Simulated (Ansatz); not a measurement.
**One shape, several levels: triplet CH3NO**

We compute a comparison of 6 runs (UHF/STO-3G, UHF/def2-TZVP, U-wB97M-V/def2-TZVP, UCAM-B3LYP/def2-TZVP, UHSE06/def2-TZVP, RPA@PBE/def2-TZVP) of triplet CH3NO. 

The calculation is run with Ansatz 0.2.0.

57 further runs of the same task are left out: 57 set aside as unsound or not needed.

## (1) The molecule

The species is CH3NO (6 atoms), meant as a triplet with charge 0. As SMILES of the parent species, `C=NO`. Geometry: relaxed at PBE0-D4/def2-TZVP. That shape belongs to the parent species and isn't relaxed for this state.

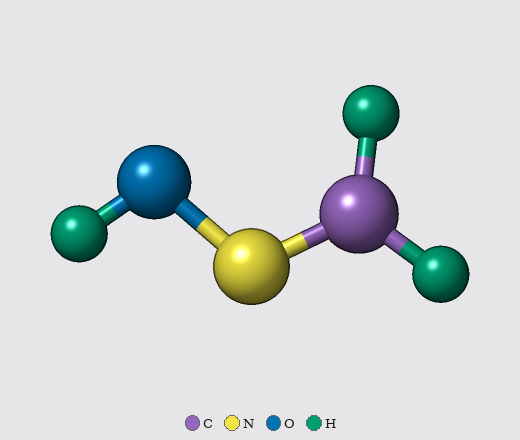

The structure, seen from a chosen angle (carbon purple, nitrogen yellow, oxygen blue, hydrogen teal).

## (2) The energy at UHF/STO-3G (run 1)

input.yaml

```yaml
crystal:
  periodic: [false, false, false]
  atoms:
    - {symbol: C, position_ang: [-0.641460, 0.275060, -0.529500]}
    - {symbol: N, position_ang: [-0.060370, -0.588400, 0.185960]}
    - {symbol: O, position_ang: [1.092090, -0.094130, 0.757850]}
    - {symbol: H, position_ang: [-1.557810, -0.036720, -1.015390]}
    - {symbol: H, position_ang: [-0.256650, 1.285210, -0.662960]}
    - {symbol: H, position_ang: [1.424190, -0.841030, 1.264030]}
basis:
  gaussian:
    orbitals: STO-3G
accuracy: high
output: {orbitals: {seedname: orbitals}}
magnetization:
  spin_polarized: true
  initial_magnetization: 2
hamiltonian:
  xc: hf
```

Run with:

```sh
ansatz run input.yaml --threads 1 --pin off --max-ram 3480MiB --events-out events.jsonl --progress --plain --runs-dir runs
```

The program printed:

```text
Warning: RAYON_NUM_THREADS=1 ignored (pool sized by the plan → 1); use --threads N
Functional definition: HF
  name "HF"
  exchange = exact_x
  correlation = 0
321 factors; integrals over basis functions are off by at most 5.5e-9 eV
mean field evaluation 1: about -4529.5916 eV, gradient 1.0e1 eV
mean field evaluation 2: about -4529.7808 eV, gradient 1.0e1 eV
mean field evaluation 4: about -4530.7804 eV, gradient 2.2e0 eV
mean field evaluation 8: about -4531.1246 eV, gradient 4.1e-1 eV
mean field evaluation 16: about -4531.1263 eV, gradient 2.2e-8 eV
mean field evaluation 32: about -4530.6725 eV, gradient 3.3e0 eV
mean field -4531.12630977 eV, -166.5158205763 hartree, gradient 2.3e-8 eV, S^2 2.016033; 2 other end points of the search recorded, 0 dependent functions left out
reference -4531.12630977 eV, -166.5158205763 hartree; 13, 11 occupied and 5, 7 virtual orbitals, 321 factors
Total energy: -4531.12630977 eV, -166.5158205763 hartree
```

Wall time 0.18 s (1 thread of Arm Neoverse V1, shared host).

## (3) The energy at UHF/def2-TZVP (run 2)

molecule.yaml

```yaml
crystal:
  periodic: [false, false, false]
  atoms:
    - symbol: C
      position_ang: [-0.641460, 0.275060, -0.529500]
    - symbol: N
      position_ang: [-0.060370, -0.588400, 0.185960]
    - symbol: O
      position_ang: [1.092090, -0.094130, 0.757850]
    - symbol: H
      position_ang: [-1.557810, -0.036720, -1.015390]
    - symbol: H
      position_ang: [-0.256650, 1.285210, -0.662960]
    - symbol: H
      position_ang: [1.424190, -0.841030, 1.264030]
basis:
  gaussian: {orbitals: def2-TZVP}
total_charge: 0
magnetization: {spin_polarized: true, initial_magnetization: 2}
hamiltonian: {xc: hf}
accuracy: high
output: {orbitals: {seedname: orbitals}}
```

Run with:

```sh
ansatz run molecule.yaml --threads 1 --pin off --max-ram 3480MiB --events-out events.jsonl --progress --plain --runs-dir runs
```

The program printed:

```text
Warning: RAYON_NUM_THREADS=1 ignored (pool sized by the plan → 1); use --threads N
Functional definition: HF
  name "HF"
  exchange = exact_x
  correlation = 0
2014 factors; integrals over basis functions are off by at most 3.9e-9 eV
mean field evaluation 1: about -4589.4229 eV, gradient 2.1e1 eV
mean field evaluation 2: about -4589.4284 eV, gradient 2.1e1 eV
mean field evaluation 4: about -4591.8990 eV, gradient 3.6e0 eV
mean field evaluation 8: about -4592.1164 eV, gradient 3.1e-1 eV
mean field evaluation 16: about -4592.3775 eV, gradient 2.8e0 eV
mean field evaluation 32: about -4592.7795 eV, gradient 1.1e0 eV
mean field evaluation 64: about -4593.0043 eV, gradient 1.5e0 eV
mean field evaluation 96: about -4592.1085 eV, gradient 2.8e-6 eV
mean field -4593.12233083 eV, -168.7941323279 hartree, gradient 1.7e-8 eV, S^2 2.025140; 3 other end points of the search recorded, 0 dependent functions left out
reference -4593.12233083 eV, -168.7941323279 hartree; 13, 11 occupied and 98, 100 virtual orbitals, 2014 factors
Total energy: -4593.12233083 eV, -168.7941323279 hartree
```

Run time: 8.7 s. Hardware: 1 thread of Arm Neoverse V1, shared host; peak memory 0.32 GiB.

Runs 3 to 5 aren't shown in full; the table further down has their settings and results.

## (4) The energy at RPA@PBE/def2-TZVP (run 6)

molecule.yaml

```yaml
crystal:
  periodic: [false, false, false]
  atoms:
    - {symbol: C, position_ang: [-0.641460, 0.275060, -0.529500]}
    - {symbol: "N", position_ang: [-0.060370, -0.588400, 0.185960]}
    - {symbol: O, position_ang: [1.092090, -0.094130, 0.757850]}
    - {symbol: H, position_ang: [-1.557810, -0.036720, -1.015390]}
    - {symbol: H, position_ang: [-0.256650, 1.285210, -0.662960]}
    - {symbol: H, position_ang: [1.424190, -0.841030, 1.264030]}
basis:
  gaussian:
    orbitals: def2-TZVP
magnetization:
  spin_polarized: true
  initial_magnetization: 2
hamiltonian:
  xc: {name: PBE}
correlation:
  method: rpa
  frozen_orbitals: {C: 1, H: 0, "N": 1, O: 1}
accuracy: high
```

Run with:

```sh
ansatz run molecule.yaml --threads 1 --pin off --max-ram 3480MiB --events-out events.jsonl --progress --plain --runs-dir runs
```

The program printed:

```text
Warning: RAYON_NUM_THREADS=1 ignored (pool sized by the plan → 1); use --threads N
Functional definition: PBE
  name "PBE"
  parameter kappa = 0.804
  parameter beta = 0.06672455060314922
  exchange = pbe_x(kappa = kappa, mu = beta*pi^2/3)
  correlation = pbe_c(beta = beta)
2014 factors; integrals over basis functions are off by at most 3.9e-9 eV
mean field evaluation 1: about -4605.0753 eV, gradient 4.2e1 eV
mean field evaluation 2: about -4605.0682 eV, gradient 4.2e1 eV
mean field evaluation 4: about -4609.5815 eV, gradient 3.1e1 eV
mean field evaluation 8: about -4613.2910 eV, gradient 4.9e-1 eV
mean field evaluation 16: about -4613.2914 eV, gradient 5.8e-5 eV
mean field evaluation 32: about -4613.1569 eV, gradient 9.6e-1 eV
mean field evaluation 64: about -4601.4051 eV, gradient 3.2e1 eV
mean field -4613.29139494 eV, -169.5353317630 hartree, gradient 2.7e-8 eV, S^2 2.005894; 5 other end points of the search recorded, 0 dependent functions left out
3 core orbitals not correlated: weight in the atoms' cores, before any rotation towards them, 1.000 or more for the frozen orbitals, at most 0.000 for the correlated occupied ones
reference -4592.03463006 eV, -168.7541600619 hartree; 10, 8 occupied and 98, 100 virtual orbitals, 2014 factors
Total energy: -4616.55948273 eV, -169.6554317741 hartree
```

It took 23 s on 1 thread of Arm Neoverse V1, shared host; peak memory 0.51 GiB.

## (5) All runs side by side

```csv
run,level,frozen core orbitals,energy (Eh),HOMO energy (eV),LUMO energy (eV),⟨S²⟩,wall time
1,UHF/STO-3G,–,-166.515821,-6.07,4.27,2.016,0.18 s
2,UHF/def2-TZVP,–,-168.794132,-7.88,0.75,2.025,8.7 s
3,U-wB97M-V/def2-TZVP,–,-169.658830,-5.84,-2.29,2.006,98 s
4,UCAM-B3LYP/def2-TZVP,–,-169.658304,-5.18,-3.31,2.008,16 s
5,UHSE06/def2-TZVP,–,-169.529336,-3.37,–,2.009,13 s
6,RPA@PBE/def2-TZVP,3,-169.655432,–,–,2.006,23 s
```

## (6) What came out

| quantity | value |
| --- | --- |
| run 6: total energy | -169.65543 Eh |
| run 6: RPA correlation energy (valence) | -901.3 mEh |
| run 6: ⟨S²⟩ of the reference determinant | 2.006 |

What this shows: Totals of different functionals can't be ranked against each other. In run 1 the basis is minimal, so the values are rough. All runs together took 2.6 min, the longest 98 s.
